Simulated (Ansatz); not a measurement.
**CH₆Si···HBr: density, localisation and related maps**

Input file:

```
crystal:
  periodic: [false, false, false]
  atoms:
    - {symbol: Si, position_ang: [-1.009925, 0.537992, -0.179020]}
    - {symbol: Br, position_ang: [2.615232, -1.118042, -1.796034]}
    - {symbol: H, position_ang: [-2.319984, -0.160276, -0.253423]}
    - {symbol: H, position_ang: [-1.248585, 1.989128, 0.037083]}
    - {symbol: C, position_ang: [0.074246, -0.183341, 1.158744]}
    - {symbol: H, position_ang: [1.349256, -0.459672, -1.764129]}
    - {symbol: H, position_ang: [-0.355543, 0.392447, -1.516094]}
    - {symbol: H, position_ang: [-0.403415, -0.077405, 2.135500]}
    - {symbol: H, position_ang: [0.258221, -1.245408, 0.982459]}
    - {symbol: H, position_ang: [1.040497, 0.324578, 1.194813]}
basis:
  gaussian: {orbitals: def2-TZVPP}
hamiltonian: {xc: pbe0, dispersion: d4}
output: {orbitals: {seedname: orbitals}}
```

Command:

```sh
ansatz run in.yaml --threads 4 --pin off --events-out ev --progress --plain --max-ram 9574MiB
```

The product side of a reaction path; geometry: PBE0-D4/def2-TZVP.

All numbers below come from RKS PBE0-D4/def2-TZVPP in Ansatz 0.2.0.

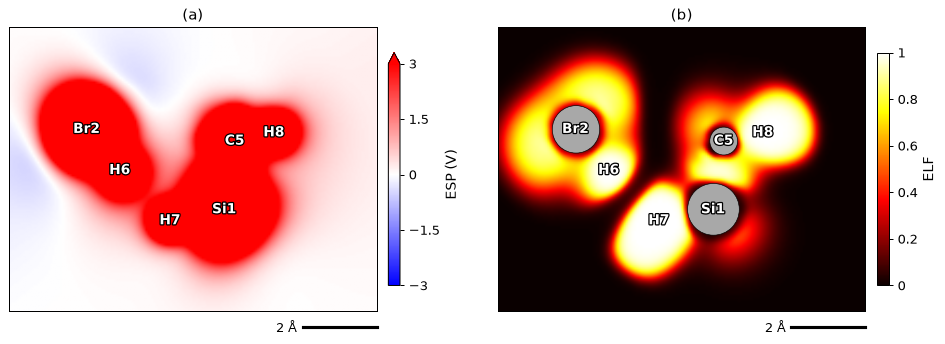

Figure 1. (a) electrostatic potential; (b) electron localisation function on the plane of atoms Si1, C5 and H8. Grey discs cover the atomic cores in the ELF map.

What do the fields say about this system?

The section cuts through Si, Br, C and H sites. H6···H7 (1.92 Å): the ELF dips to about 0.10 between them. C–Si (1.87 Å): the ELF peaks at about 0.95 between the atoms; a shared electron pair. C–H (1.09 Å): the ELF climbs to about 1 towards the hydrogen, as it does in any bond to H; a covalent bond by its length. Br–H (1.43 Å): the ELF climbs to about 1 towards the hydrogen. Si–H (1.50 Å): the ELF climbs to about 1 towards the hydrogen. The ELF also peaks beside Br2, away from the bonds: lone-pair regions. Outside the dense part of the complex the potential is most negative (−0.5 V) near Br2.

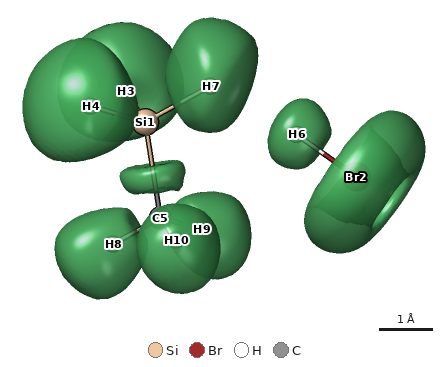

Figure 2. Isosurface of the electron localisation function at 0.8 (green), seen at a tilt. Only the valence region is drawn (cores and ρ < 0.01 e/Å³ removed).

Identify the bonds, lone pairs and shells in this picture.

The surface consists of one region between bonded C–Si atoms (shared pairs), seven regions around hydrogen nuclei and one ring or bowl of non-bonding electrons around Br.

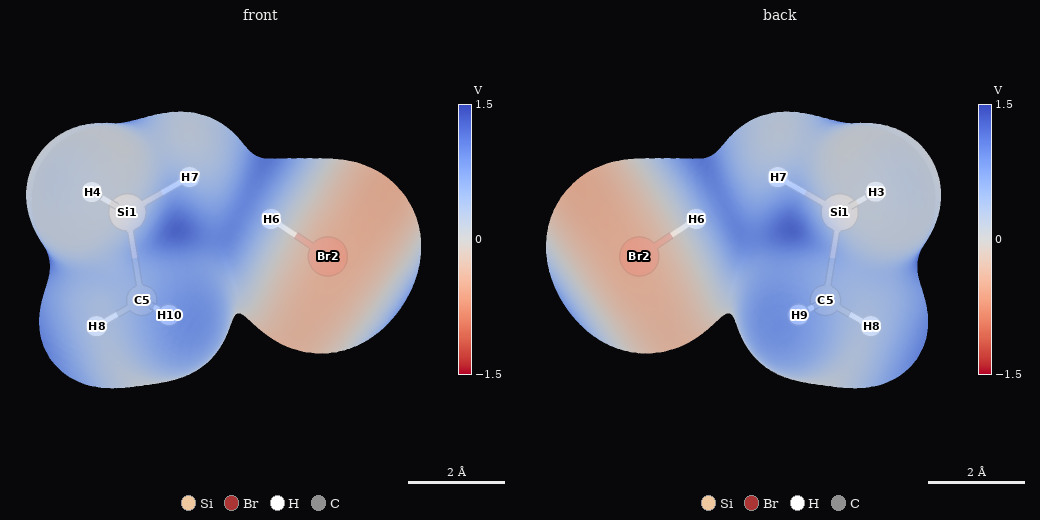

Figure 3. The electrostatic potential painted on the density surface at 0.002 e/bohr³, seen from the front and from behind; red is negative and blue positive.

Where is the surface potential most negative and most positive?

The most negative region (about −0.5 V) lies over Br2, the most positive (about +1.2 V) over Si1. Br2 shows a σ-hole: about +0.8 V at the tip opposite its bond, against about −0.4 V on its flanks.
